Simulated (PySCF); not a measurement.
## A study: H$_{4}$N$_{2}$, SMILES `NN`

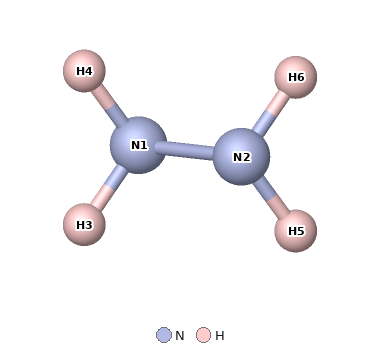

The molecule, with its atoms numbered as below. No frequency check shows the geometry to be a minimum.

Coordinates in Å:

```
N1       0.7184   -0.0000   -0.1464
N2      -0.7184   -0.0000    0.1464
H3       1.0962    0.8149    0.3359
H4       1.0962   -0.8148    0.3359
H5      -1.0962    0.8149   -0.3359
H6      -1.0962   -0.8148   -0.3359
```

Part 1: Bonding charge

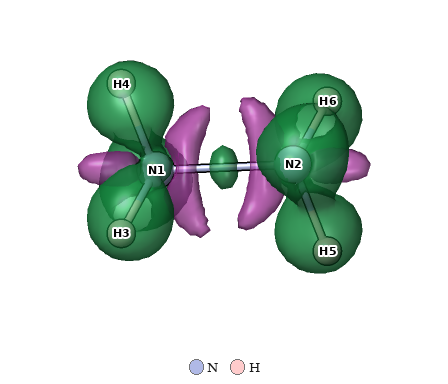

Deformation density (molecule less spherical, spin-averaged free atoms at the same positions), surfaces at ±0.13 e/Å³; green: gain, purple: loss.

Method: B3LYP/cc-pVDZ; geometry: GFN2-xTB; program: PySCF.

Question: How much density has each bond gained at its critical point, relative to the free atoms?

Answer: N1–H4, N2–H6, N1–H3 and N2–H5: +0.82 e/Å³ at the bond critical point (bond length 1.02 Å, Mayer order 1.0). N1–N2: +0.26 e/Å³ at the bond critical point (bond length 1.47 Å, Mayer order 1.0). In all, 1.3 electrons gather in the regions of gain relative to the promolecule.

Part 2: Local ionisation energy

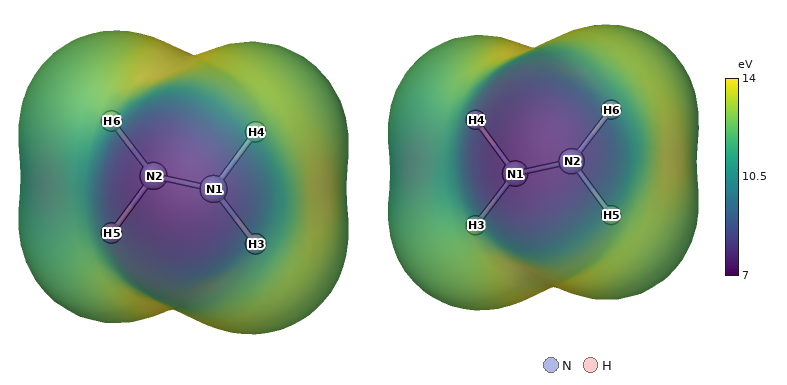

Average local ionisation energy on the surface of electron density 0.001 a.u. (back view left, front view right).

Question: Locate the minima of the map.

Answer: The lowest value is 7.2 eV, 1.9 Å from N1, and at like points elsewhere. For comparison, the highest occupied orbital lies at −5.0 eV.

Part 3: Excited states

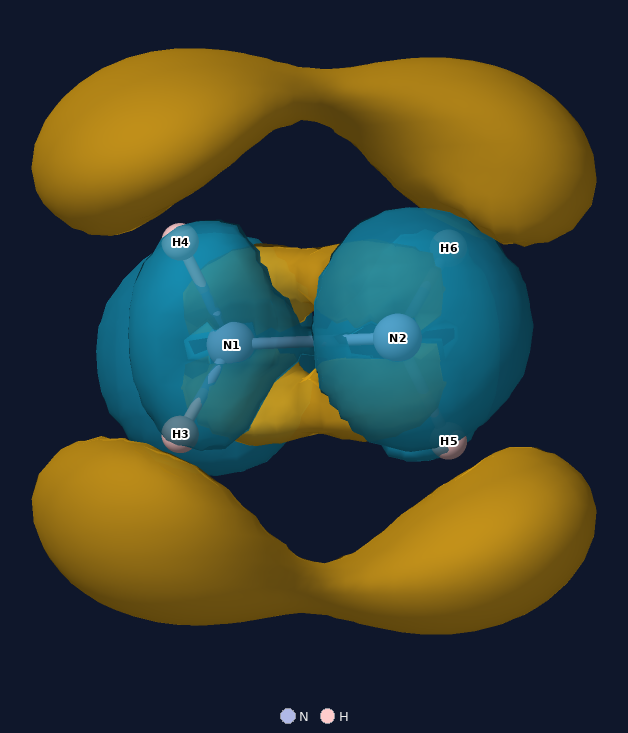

Unrelaxed difference density of S₃ less the ground state (TDA singlet states), ±0.015 e/Å³; yellow: gain, teal: loss.

Level of theory: B3LYP/def2-TZVP (PySCF), at a geometry from GFN2-xTB. Without diffuse functions Rydberg states are missing, so the states' numbers hold for this basis only.

Question: How does the charge move on excitation?

Answer: 0.85 e is displaced in all, of which about 0.6 e passes between atoms: N1 and N2 (0.29 e each) lose electrons and H3, H4, H5 and H6 (0.15 e each) gain them. The state: 6.51 eV (190 nm), f = 0.011, partly diffuse acceptor orbital, which a basis without diffuse functions describes poorly; the leading pair carries 100 %; hole on N1 and N2 (42 % each), electron on H3, H4, H5 and H6 (18 % each) and N1 and N2 (13 % each) (atom shares of so diffuse an orbital are rough); their centroids lie 0.0 Å apart.

Part 4: In an electric field

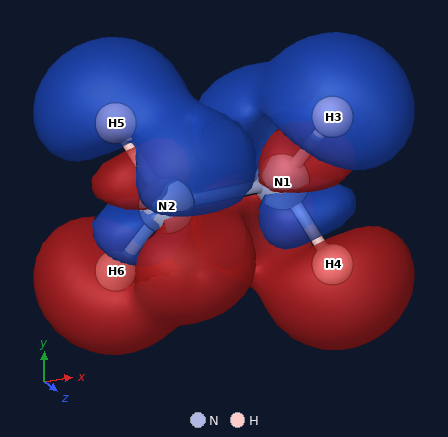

Change of the electron density in a uniform field of 0.10 V/Å, surfaces at ±0.0005 e/Å³ (blue: gain, red: loss).

Method: ωB97X/6-31+G*; geometry: GFN2-xTB; program: PySCF. The basis has diffuse s and p functions alone, which still leaves polarisabilities too small, most of all across bonds.

The field was applied in both directions; the picture shows the one opposite to the script's first.

Question: Along which Cartesian direction does the field point?

Answer: Along −y: electrons gather on the +y side, against the field.

Question: What dipole is induced, and what polarisability does it imply?

Answer: The induced dipole is 0.09 D (along the field); α along this axis, from the fields in both directions, is 18 bohr³ (2.6 Å³).

The PySCF runs shown took 2.6 s, 29 s and 5.9 s on 1 thread of Intel(R) Xeon(R) Platinum 8488C (Sapphire Rapids), on a shared host.
